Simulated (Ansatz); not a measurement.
# Ti3W2: what a guessed cell relaxes into, part 2 of 2

Aim: relax a trial structure of Ti3W2 and see where it ends.

Ansatz 0.2.0; DFT PBE, scalar-relativistic, plane waves, PAW. The steps go on from the part before.

## (5) Final relaxation

The end of the coarse run is made exact in the group found at a tolerance of 0.06 Å and reduced to its primitive cell.

File input.yaml:

```yaml
crystal:
  lattice:
    - [1.4320893652, 0.8268171805, 11.7938089651]
    - [-1.4320893652, 0.8268171805, 11.7938089651]
    - [0.0, -1.6536343611, 11.7938089651]
  atoms:
    - { symbol: Ti, position: [0.8000186555, 0.8000186555, 0.8000186555] }
    - { symbol: Ti, position: [0.1999813445, 0.1999813445, 0.1999813445] }
    - { symbol: Ti, position: [0.0, 0.0, 0.0] }
    - { symbol: W, position: [0.6004466041, 0.6004466041, 0.6004466041] }
    - { symbol: W, position: [0.3995533959, 0.3995533959, 0.3995533959] }
basis:
  ecutwfc: 420
kpoints:
  mp_grid: { grid: [18, 18, 18] }
hamiltonian:
  xc: pbe
scf:
  occupations: { method: gaussian, width: 0.1 }
output:
  forces: true
  stress: true
  eigenvalues: true
relax:
  adjacent_minimum: "off"
  f_tol: 0.01
  max_steps: 80
  cell: { stress_tol: 0.05 }
```

The run is started by

```console
ansatz run input.yaml --threads 1 --pin off --max-ram 2560MiB --backend cpu --events-out ev --progress --plain --runs-dir out
```

The log of the run:

```text
Warning: RAYON_NUM_THREADS=1 ignored (pool sized by the plan → 1); use --threads N
basis.fft_grid_basis auto: the FFT boxes are laid along the combinations [[1, 0, -1], [0, 1, -1], [0, 0, 1]] of the cell's own vectors, 2.864, 2.864 and 11.909 Å long. The dense box has 20×20×80 points. Along the cell's own vectors, as sized, it would have 80×80×80, 16.00 times as many. Of the 12 symmetry operations that the crystal satisfies within crystal.symmetry.tolerance (time reversal apart; of a slab, those that keep its plane) the dense box along the cell's own vectors carries 12, and the one as laid loses 8 of those. basis.fft_grid_basis: typed keeps the cell's own vectors: state it where this run's energies or levels are differenced outside the engine with another run's, or held beside a run that keeps those vectors.
Engine: ansatz 0.2.0, x86_64-unknown-linux-gnu
Pseudopotentials: kind: paw
Pseudopotential: Ti, paw, valence charge 12, recommended cutoff 420 eV (normal), Ti.paw.azcp
Pseudopotential: W, paw, valence charge 14, recommended cutoff 420 eV (normal), W.paw.azcp
Functional definition: PBE
  parameter kappa = 0.804
  parameter beta = 0.06672455060314922
  exchange = pbe_x(kappa = kappa, mu = beta*pi^2/3)
  correlation = pbe_c(beta = beta)
Crystal: 5 atoms, lattice volume = 83.789 Å³
Basis set: ecut = 420 eV, 1629 PW (Γ), FFT grids on a1−a3, a2−a3, a3, exchange–correlation on 40×40×160 points (8 copies of the dense FFT grid, shifted against one another)
Bands: 39, of which v1, the nominal top of the filled ones, is band 32 counted from 1 (31 counted from 0)
Symmetry: 12 space group operations
Space group: R-3m (ITA 166), of the structure as read, at distance tolerance 4.4e-5 Å
k-points: 580 of 5832
Non-local potential: Ti, projectors of the file, l = 0: 3, l = 1: 2, l = 2: 3, l = 3: 1
Non-local potential: W, projectors of the file, l = 0: 3, l = 1: 2, l = 2: 2, l = 3: 1
PAW form: soft (Blöchl's): semilocal exchange-correlation on the pseudo side does not see the compensation charge
PAW one-centre angular grid: Ti, 590 points (default); XC on 64 Gauss nodes
PAW one-centre angular grid: W, 590 points (default); XC on 64 Gauss nodes
Initial density: superposition of atomic densities (neutral atoms: chi_scale 0, normalization atom), corrected by the library's trained network
Initial wavefunctions: pseudopotential atomic-orbital guess
Functional: x = pbe(κ = 0.804, μ = 0.2195149727645171), c = pbe(β = 0.06672455060314922)
SCF iter   1: F=—  HF=-28267.642383 eV  |F-HF|=—  |Δ(HF+E_count)|=         —  Δρ=2.26e-2  dr2=5.57e0  ethr=1.77e-3  ⟨swp⟩=4.4  Hψ=85536  notcnv=0
preconditioner: auto → Kerker (q_TF=auto, 2.608 Å⁻¹)  [metal: Δε(μ)=0.000 eV  Ē_g=3.237 eV  σ=0.100 eV  W_gap=0.00  n_scr=20 (ndim 8)  ℏωp=19.9 eV  f_vac=0.000  D(μ)=7.87/eV (n_scr^D=86)]
SCF iter   2: F=—  HF=-28267.554299 eV  |F-HF|=—  |Δ(HF+E_count)|=   8.81e-2  Δρ=9.28e-3  dr2=1.10e0  ethr=1.77e-3  ⟨swp⟩=1.2  Hψ=27373  notcnv=0  defer=22
SCF iter   3: F=—  HF=-28267.533918 eV  |F-HF|=—  |Δ(HF+E_count)|=   2.04e-2  Δρ=1.82e-3  dr2=5.45e-3  ethr=1.72e-3  ⟨swp⟩=1.1  Hψ=22196  notcnv=0  defer=25
SCF iter   4: F=—  HF=-28267.533727 eV  |F-HF|=—  |Δ(HF+E_count)|=   1.91e-4  Δρ=5.56e-4  dr2=2.02e-3  ethr=8.52e-6  ⟨swp⟩=2.0  Hψ=24902  notcnv=0  defer=157
SCF iter   5: F=—  HF=-28267.533659 eV  |F-HF|=—  |Δ(HF+E_count)|=   6.83e-5  Δρ=1.62e-4  dr2=1.83e-4  ethr=3.15e-6  ⟨swp⟩=1.0  Hψ=22125  notcnv=0  defer=157
SCF iter   6: F=—  HF=-28267.533648 eV  |F-HF|=—  |Δ(HF+E_count)|=   1.11e-5  Δρ=3.51e-5  dr2=1.60e-6  ethr=2.86e-7  ⟨swp⟩=1.0  Hψ=22142  notcnv=0  defer=157
SCF iter   7: F=—  HF=-28267.533725 eV  |F-HF|=—  |Δ(HF+E_count)|=   7.71e-5  Δρ=1.00e-5  dr2=1.87e-7  ethr=1.56e-10  ⟨swp⟩=10.1  Hψ=94802  notcnv=0
SCF iter   8: F=-28267.533725 eV  HF=-28267.533725 eV  |F-HF|=1.18e-8  |Δ(HF+E_count)|=   1.93e-8  Δρ=2.55e-6  dr2=1.32e-8  ethr=1.56e-10  ⟨swp⟩=3.9  Hψ=64090  notcnv=0
SCF 1 converged in 8 iterations: F = -28267.533725 eV  dr2 = 1.32e-8
relax step   1: F+E_penalty+E_count = -28267.53372475 eV  Δ(F+E_penalty+E_count) = +0.000e0 eV  max|allowed force component| = 6.341e-2 eV/Å  Δτ_max = 0.0000 Å  P = -0.152 GPa  Ω = 83.789 Å³  (8 SCF iters, dr2 threshold 1.00e-7 eV, accepted)
Crystal: 5 atoms, lattice volume = 83.603 Å³
Basis set: ecut = 420 eV, 1635 PW (Γ), FFT grids on a1−a3, a2−a3, a3, exchange–correlation on 40×40×160 points (8 copies of the dense FFT grid, shifted against one another)
Initial density: handed on by an earlier stage of this run
Initial wavefunctions: those handed on with the density
iter 1 solved again at ethr=4.90e-4 eV; its pass at ethr=3.10e-3 eV (dr2=3.14e-1 eV) is discarded
SCF iter   1: F=—  HF=-28267.545198 eV  |F-HF|=—  |Δ(HF+E_count)|=         —  Δρ=5.54e-3  dr2=3.15e-1  ethr=4.90e-4  ⟨swp⟩=1.0  Hψ=107004  notcnv=0
preconditioner: auto → Kerker (q_TF=auto, 2.609 Å⁻¹)  [metal: Δε(μ)=0.001 eV  Ē_g=3.236 eV  σ=0.100 eV  W_gap=0.01  n_scr=20 (ndim 8)  ℏωp=19.9 eV  f_vac=0.000  D(μ)=8.48/eV (n_scr^D=94)]
SCF iter   2: F=—  HF=-28267.538477 eV  |F-HF|=—  |Δ(HF+E_count)|=   6.72e-3  Δρ=2.52e-3  dr2=6.85e-2  ethr=4.90e-4  ⟨swp⟩=1.0  Hψ=22620  notcnv=0
SCF iter   3: F=—  HF=-28267.536188 eV  |F-HF|=—  |Δ(HF+E_count)|=   2.29e-3  Δρ=3.83e-4  dr2=3.01e-4  ethr=1.07e-4  ⟨swp⟩=1.0  Hψ=22620  notcnv=0
SCF iter   4: F=—  HF=-28267.536241 eV  |F-HF|=—  |Δ(HF+E_count)|=   5.33e-5  Δρ=1.02e-4  dr2=1.30e-5  ethr=4.70e-7  ⟨swp⟩=2.0  Hψ=28409  notcnv=0
SCF iter   5: F=—  HF=-28267.536238 eV  |F-HF|=—  |Δ(HF+E_count)|=   2.99e-6  Δρ=2.63e-5  dr2=1.09e-6  ethr=2.04e-8  ⟨swp⟩=2.0  Hψ=28980  notcnv=0
SCF iter   6: F=-28267.536238 eV  HF=-28267.536238 eV  |F-HF|=2.24e-8  |Δ(HF+E_count)|=   1.52e-7  Δρ=6.06e-6  dr2=3.88e-8  ethr=7.81e-10  ⟨swp⟩=7.6  Hψ=90409  notcnv=0
SCF 2 converged in 6 iterations: F = -28267.536238 eV  dr2 = 3.88e-8
relax step   2: F+E_penalty+E_count = -28267.53623797 eV  Δ(F+E_penalty+E_count) = -2.513e-3 eV  max|allowed force component| = 1.243e-1 eV/Å  Δτ_max = 0.0110 Å  P = +0.237 GPa  Ω = 83.603 Å³  energy of the carried Pulay correction = +3.903e-5 eV  (6 SCF iters, dr2 threshold 5.00e-7 eV, accepted)
Crystal: 5 atoms, lattice volume = 83.634 Å³
iter 1 solved again at ethr=6.70e-5 eV; its pass at ethr=3.10e-3 eV (dr2=4.29e-2 eV) is discarded
SCF iter   1: F=—  HF=-28267.538909 eV  |F-HF|=—  |Δ(HF+E_count)|=         —  Δρ=2.47e-3  dr2=4.36e-2  ethr=6.70e-5  ⟨swp⟩=1.0  Hψ=90377  notcnv=0
preconditioner: auto → Kerker (q_TF=auto, 2.609 Å⁻¹)  [metal: Δε(μ)=0.001 eV  Ē_g=3.249 eV  σ=0.100 eV  W_gap=0.01  n_scr=20 (ndim 8)  ℏωp=19.9 eV  f_vac=0.000  D(μ)=8.63/eV (n_scr^D=94)]
SCF iter   2: F=—  HF=-28267.538269 eV  |F-HF|=—  |Δ(HF+E_count)|=   6.40e-4  Δρ=1.15e-3  dr2=8.79e-3  ethr=6.70e-5  ⟨swp⟩=1.0  Hψ=22620  notcnv=0
SCF iter   3: F=—  HF=-28267.538088 eV  |F-HF|=—  |Δ(HF+E_count)|=   1.81e-4  Δρ=1.37e-4  dr2=1.22e-5  ethr=1.37e-5  ⟨swp⟩=1.0  Hψ=22620  notcnv=0
SCF iter   4: F=—  HF=-28267.538181 eV  |F-HF|=—  |Δ(HF+E_count)|=   9.30e-5  Δρ=2.50e-5  dr2=8.59e-7  ethr=1.91e-8  ⟨swp⟩=2.0  Hψ=29443  notcnv=0
iter 5 did not close the SCF: its close was put off for the readings that it lacked (scf_convergence_deferred on its scf_iter line)
SCF iter   5: F=-28267.538181 eV  HF=-28267.538181 eV  |F-HF|=1.03e-7  |Δ(HF+E_count)|=   2.11e-9  Δρ=6.73e-6  dr2=1.14e-7  ethr=1.34e-9  ⟨swp⟩=1.9  Hψ=31933  notcnv=0
SCF iter   6: F=-28267.538181 eV  HF=-28267.538181 eV  |F-HF|=1.70e-9  |Δ(HF+E_count)|=   2.48e-9  Δρ=1.28e-6  dr2=1.93e-9  ethr=1.78e-10  ⟨swp⟩=3.7  Hψ=74259  notcnv=0
SCF 3 converged in 6 iterations: F = -28267.538181 eV  dr2 = 1.93e-9
relax step   3: F+E_penalty+E_count = -28267.53818086 eV  Δ(F+E_penalty+E_count) = -1.943e-3 eV  max|allowed force component| = 5.954e-2 eV/Å  Δτ_max = 0.0098 Å  P = +0.117 GPa  Ω = 83.634 Å³  energy of the carried Pulay correction = +3.247e-5 eV  (6 SCF iters, dr2 threshold 5.00e-7 eV, accepted)
Crystal: 5 atoms, lattice volume = 83.671 Å³
iter 1 solved again at ethr=1.97e-4 eV; its pass at ethr=3.10e-3 eV (dr2=1.26e-1 eV) is discarded
SCF iter   1: F=—  HF=-28267.542010 eV  |F-HF|=—  |Δ(HF+E_count)|=         —  Δρ=4.53e-3  dr2=1.29e-1  ethr=1.97e-4  ⟨swp⟩=1.0  Hψ=111479  notcnv=0
preconditioner: auto → Kerker (q_TF=auto, 2.609 Å⁻¹)  [metal: Δε(μ)=0.001 eV  Ē_g=3.247 eV  σ=0.100 eV  W_gap=0.01  n_scr=20 (ndim 8)  ℏωp=19.9 eV  f_vac=0.000  D(μ)=8.20/eV (n_scr^D=94)]
SCF iter   2: F=—  HF=-28267.539817 eV  |F-HF|=—  |Δ(HF+E_count)|=   2.19e-3  Δρ=2.11e-3  dr2=2.58e-2  ethr=1.97e-4  ⟨swp⟩=1.0  Hψ=22620  notcnv=0
SCF iter   3: F=—  HF=-28267.539204 eV  |F-HF|=—  |Δ(HF+E_count)|=   6.14e-4  Δρ=2.55e-4  dr2=4.88e-5  ethr=4.03e-5  ⟨swp⟩=1.0  Hψ=22620  notcnv=0
SCF iter   4: F=—  HF=-28267.539297 eV  |F-HF|=—  |Δ(HF+E_count)|=   9.39e-5  Δρ=4.67e-5  dr2=1.88e-6  ethr=7.62e-8  ⟨swp⟩=2.0  Hψ=28939  notcnv=0
iter 5 did not close the SCF: its close was put off for the readings that it lacked (scf_convergence_deferred on its scf_iter line)
SCF iter   5: F=-28267.539297 eV  HF=-28267.539297 eV  |F-HF|=8.57e-8  |Δ(HF+E_count)|=   1.93e-7  Δρ=1.22e-5  dr2=1.38e-7  ethr=2.93e-9  ⟨swp⟩=2.0  Hψ=33570  notcnv=0
SCF iter   6: F=-28267.539297 eV  HF=-28267.539297 eV  |F-HF|=6.36e-9  |Δ(HF+E_count)|=   9.56e-9  Δρ=2.79e-6  dr2=7.58e-9  ethr=2.16e-10  ⟨swp⟩=4.7  Hψ=82508  notcnv=0
SCF 4 converged in 6 iterations: F = -28267.539297 eV  dr2 = 7.58e-9
relax step   4: F+E_penalty+E_count = -28267.53929725 eV  Δ(F+E_penalty+E_count) = -1.116e-3 eV  max|allowed force component| = 8.397e-3 eV/Å  Δτ_max = 0.0138 Å  P = -0.008 GPa  Ω = 83.671 Å³  energy of the carried Pulay correction = +2.473e-5 eV  (6 SCF iters, dr2 threshold 2.89e-7 eV, accepted)
Crystal: 5 atoms, lattice volume = 83.665 Å³
iter 1 solved again at ethr=8.93e-6 eV; its pass at ethr=3.10e-3 eV (dr2=5.71e-3 eV) is discarded
SCF iter   1: F=—  HF=-28267.539328 eV  |F-HF|=—  |Δ(HF+E_count)|=         —  Δρ=7.66e-4  dr2=5.72e-3  ethr=8.93e-6  ⟨swp⟩=1.0  Hψ=90462  notcnv=0
preconditioner: auto → Kerker (q_TF=auto, 2.609 Å⁻¹)  [metal: Δε(μ)=0.000 eV  Ē_g=3.251 eV  σ=0.100 eV  W_gap=0.00  n_scr=20 (ndim 8)  ℏωp=19.9 eV  f_vac=0.000  D(μ)=8.36/eV (n_scr^D=94)]
SCF iter   2: F=—  HF=-28267.539260 eV  |F-HF|=—  |Δ(HF+E_count)|=   6.78e-5  Δρ=3.51e-4  dr2=1.21e-3  ethr=8.93e-6  ⟨swp⟩=1.0  Hψ=22620  notcnv=0
SCF iter   3: F=—  HF=-28267.539234 eV  |F-HF|=—  |Δ(HF+E_count)|=   2.62e-5  Δρ=4.13e-5  dr2=2.54e-6  ethr=1.89e-6  ⟨swp⟩=1.0  Hψ=22620  notcnv=0
SCF iter   4: F=—  HF=-28267.539322 eV  |F-HF|=—  |Δ(HF+E_count)|=   8.86e-5  Δρ=8.86e-6  dr2=1.04e-7  ethr=3.97e-9  ⟨swp⟩=2.0  Hψ=28317  notcnv=0
iter 5 did not close the SCF: its close was put off for the readings that it lacked (scf_convergence_deferred on its scf_iter line)
SCF iter   5: F=-28267.539322 eV  HF=-28267.539322 eV  |F-HF|=1.07e-8  |Δ(HF+E_count)|=   2.17e-8  Δρ=2.33e-6  dr2=1.32e-8  ethr=1.63e-10  ⟨swp⟩=2.0  Hψ=29093  notcnv=0
SCF iter   6: F=-28267.539322 eV  HF=-28267.539322 eV  |F-HF|=3.42e-10  |Δ(HF+E_count)|=  8.99e-10  Δρ=5.40e-7  dr2=4.79e-10  ethr=2.06e-11  ⟨swp⟩=3.6  Hψ=71953  notcnv=0
SCF 5 converged in 6 iterations: F = -28267.539322 eV  dr2 = 4.79e-10
relax step   5: F+E_penalty+E_count = -28267.53932231 eV  Δ(F+E_penalty+E_count) = -2.507e-5 eV  max|allowed force component| = 6.818e-3 eV/Å  Δτ_max = 0.0011 Å  P = -0.004 GPa  Ω = 83.665 Å³  energy of the carried Pulay correction = +2.600e-5 eV  (6 SCF iters, dr2 threshold 1.42e-8 eV, accepted)
Basis set: ecut = 420 eV, 1635 PW (Γ), FFT grids on a1−a3, a2−a3, a3, exchange–correlation on 40×40×162 points (8 copies of the dense FFT grid, shifted against one another)
Initial wavefunctions: pseudopotential atomic-orbital guess (no wavefunctions were taken with the density)
iter 1 solved again at ethr=1.13e-8 eV; its pass at ethr=3.10e-3 eV (dr2=7.25e-6 eV) is discarded
SCF iter   1: F=—  HF=-28267.539291 eV  |F-HF|=—  |Δ(HF+E_count)|=         —  Δρ=1.34e-4  dr2=3.72e-7  ethr=1.13e-8  ⟨swp⟩=3.8  Hψ=156438  notcnv=0
preconditioner: auto → Kerker (q_TF=auto, 2.609 Å⁻¹)  [metal: Δε(μ)=0.000 eV  Ē_g=3.251 eV  σ=0.100 eV  W_gap=0.00  n_scr=20 (ndim 8)  ℏωp=19.9 eV  f_vac=0.000  D(μ)=8.35/eV (n_scr^D=94)]
SCF iter   2: F=—  HF=-28267.539291 eV  |F-HF|=—  |Δ(HF+E_count)|=   4.83e-7  Δρ=6.79e-5  dr2=9.81e-8  ethr=5.81e-10  ⟨swp⟩=1.4  Hψ=23249  notcnv=0
SCF iter   3: F=—  HF=-28267.539299 eV  |F-HF|=—  |Δ(HF+E_count)|=   8.32e-6  Δρ=1.76e-6  dr2=3.08e-9  ethr=1.53e-10  ⟨swp⟩=1.0  Hψ=22618  notcnv=0
SCF iter   4: F=—  HF=-28267.539299 eV  |F-HF|=—  |Δ(HF+E_count)|=   3.20e-9  Δρ=4.94e-7  dr2=5.57e-10  ethr=4.81e-12  ⟨swp⟩=1.1  Hψ=22731  notcnv=0
iter 5 did not close the SCF: its close was put off for the readings that it lacked (scf_convergence_deferred on its scf_iter line)
SCF iter   5: F=-28267.539299 eV  HF=-28267.539299 eV  |F-HF|=1.46e-11  |Δ(HF+E_count)|=  1.46e-11  Δρ=5.86e-8  dr2=2.04e-12  ethr=1.00e-12  ⟨swp⟩=1.0  Hψ=22618  notcnv=0
SCF iter   6: F=-28267.539299 eV  HF=-28267.539299 eV  |F-HF|=0.00e0  |Δ(HF+E_count)|=    0.00e0  Δρ=1.78e-8  dr2=3.00e-13  ethr=1.00e-12  ⟨swp⟩=3.2  Hψ=71274  notcnv=0
SCF 6 converged in 6 iterations: F = -28267.539299 eV  dr2 = 3.00e-13
relax step   6: F+E_penalty+E_count = -28267.53929934 eV  Δ(F+E_penalty+E_count) = +2.297e-5 eV  max|allowed force component| = 6.803e-3 eV/Å  Δτ_max = 0.0000 Å  P = -0.004 GPa  Ω = 83.665 Å³  stress off target by 2.23e-2 GPa  SCF on the basis re-selected at this cell (its energy is not comparable with the rows above)  (6 SCF iters)
basis re-selected at this cell: Δ(F+E_penalty+E_count) = +2.297e-5 eV, ΔP = +0.000 GPa vs the last step (what re-selecting the basis moved, of the pressure what is left beyond the Pulay correction that the steps carried, after the strain that the cell walked since its last selection, with what the two solves' SCF thresholds leave and, on support functions, any second-order correction that the steps lacked; it is no measure of the basis error at this ecutwfc). The dense FFT grid was sized anew with the basis: this SCF ran on 20×20×81 points, the steps before it on 20×20×80, so part of this shift can come from that change (see relax.cell in the input reference). This SCF's stress stands 2.23e-2 GPa from its target on what of the cell is left free (relax.cell.stress_tol is 5.00e-2 GPa) and its largest allowed force component is 6.80e-3 eV/Å (relax.f_tol is 1.00e-2 eV/Å): within both
SCF converged after 6 iterations
Free energy (F): -28267.539299 eV
Harris-Foulkes:  -28267.539299 eV  (|F-HF|=0.00e0)
Internal energy: -28267.497542 eV  (E = F + TS)
E sigma→0 (E₀):  -28267.518421 eV
Entropy (-TS):   -0.041758 eV (-8.352 meV/atom)
Fermi energy:    16.652310 eV
--- Per-component energies (eV) ---
  E_band       = -663.581595
  E_kinetic    = 1715.167885
  E_local      = -3699.729123  (includes V_loc(G=0)·N_el)
  E_nonlocal   = 25.882854
  E_hartree    = 1449.708144
  E_xc         = -825.166853
  E_vxc        = -842.025340  (∫ρ·V_xc dr)
  E_paw        = -20267.606139  (= ΣΔE_a)
  E_vpaw       = -762.294400  (= ΣTr[D̂ρ^β])
  E_aug_tail   = 0.000237  (compensation charges beyond the density's cutoff)
  E_ewald      = -6665.754546
  E_smearing   = -0.041758  (= −TS)
  E_closure    = 0.000000  (closes the sum)
  Σ components = -28267.539299   (vs F -28267.539299, Δ=0.00e0)
--- Forces (eV/Å), atoms counted from 1 ---
  atom   1  Ti    -0.00000000     0.00000000    -0.00680273
  atom   2  Ti     0.00000000    -0.00000000     0.00680273
  atom   3  Ti    -0.00000000     0.00000000    -0.00000000
  atom   4  W      0.00000000     0.00000000    -0.00076400
  atom   5  W     -0.00000000    -0.00000000     0.00076400
  max |Σ_I F_I| component: 1.95e-18 eV/Å
--- Stress (GPa, compression-positive) ---
       -0.017032      -0.000000       0.000000
       -0.000000      -0.017032      -0.000000
        0.000000      -0.000000       0.022253
  P = ⅓ Tr σ = -0.0039 GPa (-0.039 kbar)
--- Band table (eV; the first three rows and the last of 580) ---
  k-point 0: bands = ["-56.9784", "-56.9784", "-39.9815", "-39.9340", "-39.8607", "-21.3014", "-21.2878", "-20.7373", "-20.7373", "-20.7371", "-20.7371", "-16.3570", "-16.2078", "-15.9682", "-15.9144", "-15.9144", "-15.8417", "-15.8417", "-15.7943", "-15.7943", "9.0050", "9.6512", "11.5160", "12.4192", "13.0531", "15.5943", "16.1889", "16.4055", "16.4055", "16.5255", "16.5255", "16.5883", "16.6248", "17.1657", "17.3871", "17.3871", "17.6024", "17.6024", "17.7729"]
  k-point 1: bands = ["-56.9762", "-56.9762", "-39.9783", "-39.9303", "-39.8580", "-21.2969", "-21.2838", "-20.7659", "-20.7658", "-20.7438", "-20.7437", "-16.3522", "-16.2050", "-15.9713", "-15.9338", "-15.9187", "-15.8577", "-15.8468", "-15.8132", "-15.7979", "9.1213", "9.7692", "11.5996", "12.5112", "13.1317", "15.5737", "16.1122", "16.3033", "16.3245", "16.4357", "16.5069", "16.6321", "16.6446", "17.1800", "17.3381", "17.4321", "17.5765", "17.6643", "17.7379"]
  k-point 2: bands = ["-56.9698", "-56.9698", "-39.9691", "-39.9197", "-39.8502", "-21.2842", "-21.2724", "-20.8479", "-20.8474", "-20.7627", "-20.7625", "-16.3387", "-16.1969", "-15.9894", "-15.9872", "-15.9314", "-15.8975", "-15.8666", "-15.8616", "-15.8085", "9.4593", "10.1083", "11.8377", "12.7752", "13.3520", "15.4736", "15.8449", "15.9677", "16.0470", "16.1059", "16.6048", "16.8023", "16.9462", "17.1631", "17.2350", "17.4863", "17.5569", "17.6448", "17.8394"]
  k-point 579: bands = ["-56.9784", "-56.9784", "-39.9815", "-39.9340", "-39.8607", "-21.3018", "-21.2874", "-20.7373", "-20.7373", "-20.7371", "-20.7371", "-16.3588", "-16.2049", "-15.9693", "-15.9144", "-15.9144", "-15.8417", "-15.8417", "-15.7943", "-15.7943", "9.1213", "9.4573", "11.7007", "12.3760", "13.0441", "15.3134", "16.1346", "16.4028", "16.4028", "16.5304", "16.5304", "16.6171", "16.9345", "17.1543", "17.4131", "17.4131", "17.6436", "17.6436", "17.6705"]
--- Relaxed structure (5 steps of the walk, 5 accepted, 1 SCFs on fresh bases) ---
  F+E_penalty+E_count = -28267.53929934 eV   max|allowed force component| = 6.803e-3 eV/Å   (the final SCF, on the basis selected at the relaxed cell)
  cell:  # Å, volume = 83.6649 Å³
    - [1.4213293654710644, 0.820604891744946, 11.955370356790654]
    - [-1.4213293654710644, 0.820604891744946, 11.955370356790654]
    - [-1.4066350567159694e-32, -1.6412097835405737, 11.955370356787174]
  atoms:
    - { symbol: Ti, position: [0.8006010503967301, 0.8006010503967301, 0.80060105039673] }
    - { symbol: Ti, position: [0.1993989496032699, 0.1993989496032699, 0.19939894960326987] }
    - { symbol: Ti, position: [-5.883505426072523e-20, -5.883505426072926e-20, -5.883505425777996e-20] }
    - { symbol: W, position: [0.5999790971354728, 0.5999790971354728, 0.5999790971354727] }
    - { symbol: W, position: [0.4000209028645272, 0.4000209028645272, 0.4000209028645271] }
```

It took 11 min on 1 thread of Intel Xeon at 2.70GHz, shared host; peak memory 1.4 GiB.

Relaxation path:

| step | E - E(step 1) (eV/cell) | largest force component (eV/Å) | pressure (GPa) | volume (Å³) |
| --- | --- | --- | --- | --- |
| 1 | 0.0000 | 0.0634 | -0.15 | 83.79 |
| 2 | -0.0025 | 0.1243 | 0.24 | 83.60 |
| 3 | -0.0045 | 0.0595 | 0.12 | 83.63 |
| 4 | -0.0056 | 0.0084 | -0.01 | 83.67 |
| 5 | -0.0056 | 0.0068 | 0.00 | 83.66 |
| 6 | -0.0056 | 0.0068 | 0.00 | 83.66 |

Step 1 is the start. Step 6 repeats the geometry before it on a plane-wave basis chosen anew for that cell, so its energy need not be comparable with the rows above.

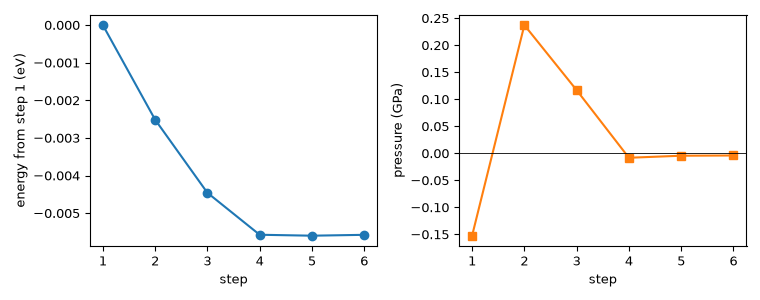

Energy and pressure along the relaxation.

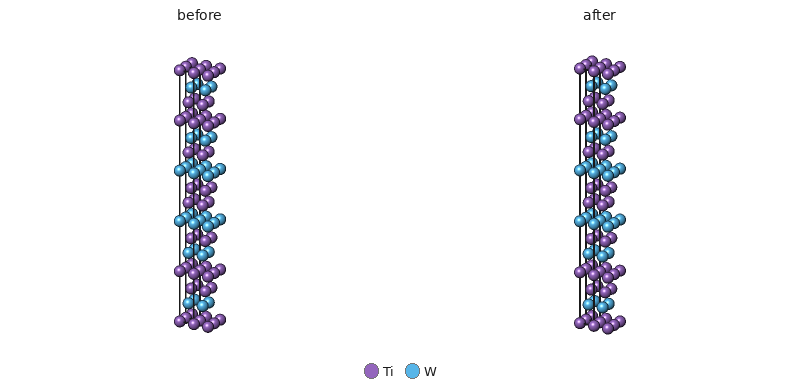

Before and after, at one scale.

Lengths and angles in the start's conventional setting:

|  | before | after | change |
| --- | --- | --- | --- |
| a (Å) | 2.864 | 2.843 | -0.8 % |
| b (Å) | 2.864 | 2.843 | -0.8 % |
| c (Å) | 35.381 | 35.866 | +1.4 % |
| volume (Å³/atom) | 16.76 | 16.73 | -0.1 % |
| shortest distance (Å) | 2.864 | 2.843 | -0.8 % |
| space group (0.01 Å) | R-3m | R-3m | same |

Forces and stress were held to the start's 12 operations: a distortion of lower symmetry was not tested.

## (6) Summary of results

What follows sums up all 2 parts. Changes of volume or cell count from the first structure of part 1.

```
                              quantity                                                                        value
symmetry at the end (tolerance 0.05 Å)                                                   space group R-3m (No. 166)
                     conventional cell  a = 2.843 Å, b = 2.843 Å, c = 35.866 Å, α = 90.00°, β = 90.00°, γ = 120.00°
                                volume                                                                16.73 Å³/atom
              energy over the elements                                                                +0.23 eV/atom
                       gap on the mesh                                                                 none (metal)
```

In words: The space group R-3m (No. 166) is kept, and the volume per atom grows by 24.9 % from the first guess. With a positive formation energy it can't be a ground state. No finished test with a distortion of lower symmetry is shown, so the end may be a saddle point. Spin-orbit coupling is left out for W. Other magnetic orders were not searched.
